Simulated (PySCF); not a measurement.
F$_{3}$Ga

| atom | x (Å) | y (Å) | z (Å) |
| --- | --- | --- | --- |
| F | -0.6980 | 1.5812 | -0.0088 |
| Ga | 0.0070 | 0.0042 | -0.0103 |
| F | 1.7242 | -0.1862 | -0.0033 |
| F | -1.0128 | -1.3896 | -0.0234 |

Geometry: PBE0-D3(BJ)/def2-SVP.

Method: DFT single point, gas phase, functional wB97X in PySCF 2.14.0, density-fitted response routines.

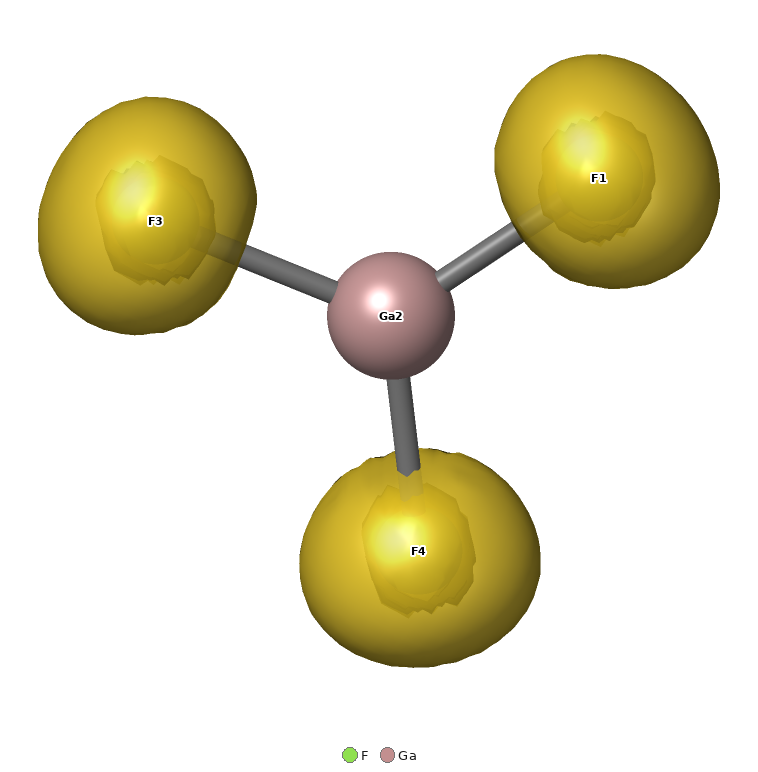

Figure 1. Isosurface of the electron localisation function at 0.75 (yellow), seen at a tilt. Only the valence region is drawn (cores and ρ < 0.01 e/Å³ removed).

What do the ELF domains correspond to?

Answer. The surface consists of three regions wrapped around F (the valence shell of each).


Ga–F (1.73 Å): the ELF peaks at about 0.80 in the valence shell of F, 0.5 Å from its nucleus, and is about 0.20 at the midpoint.

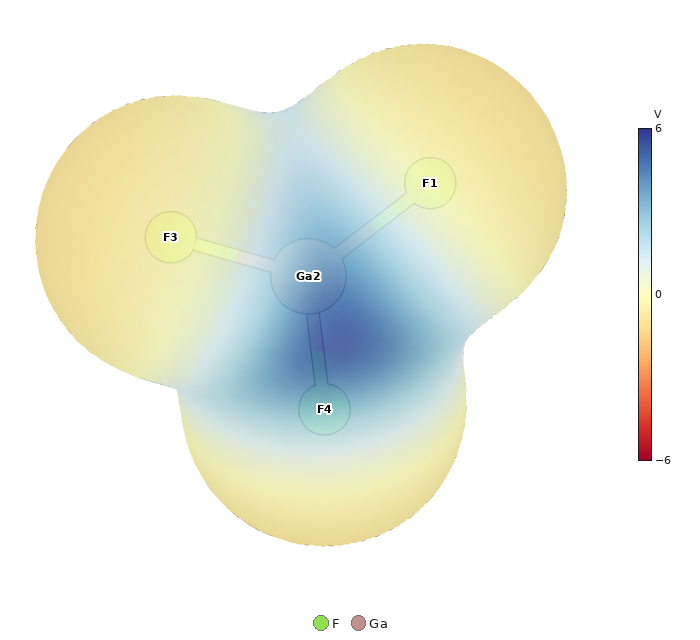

Figure 2. The electrostatic potential painted on the density surface at 0.002 e/bohr³, seen at a tilt; the colour scale runs from red (negative) to blue (positive).

Describe the electrostatic potential map.

Answer. The most negative region (about −0.8 V) lies over F1, F3 and F4, the most positive (about +5.2 V) over Ga2.

How polar is the molecule by this calculation?

Answer. Its dipole moment is 0.03 D.

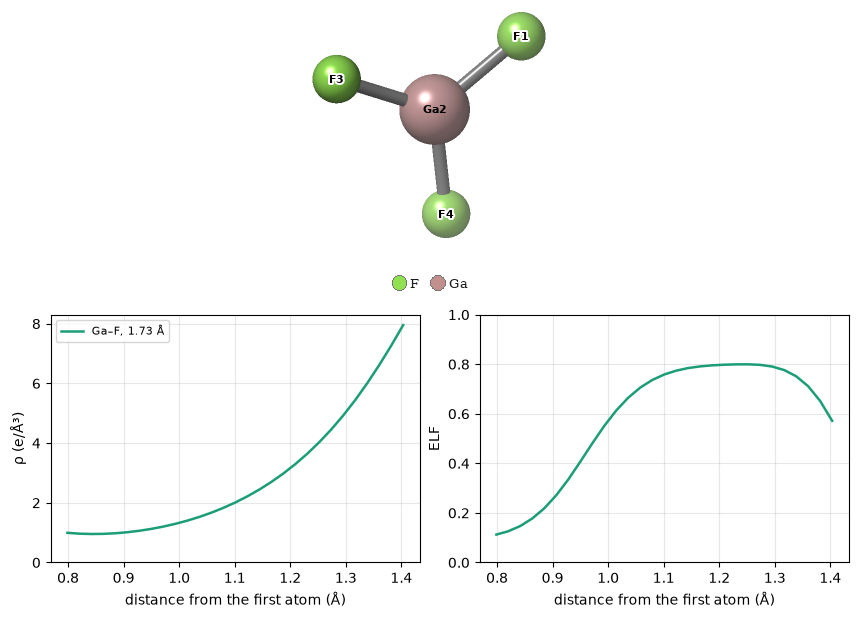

Figure 3. Total electron density and ELF along straight lines between neighbouring atoms. The curves leave out the atomic cores. The structure is drawn too.

What can be read from the curves?

Answer. Ga–F (1.73 Å): ρ at the midpoint is about 0.96 e/Å³; the ELF peaks at about 0.80 in the valence shell of F, 0.5 Å from its nucleus, and is about 0.20 at the midpoint.
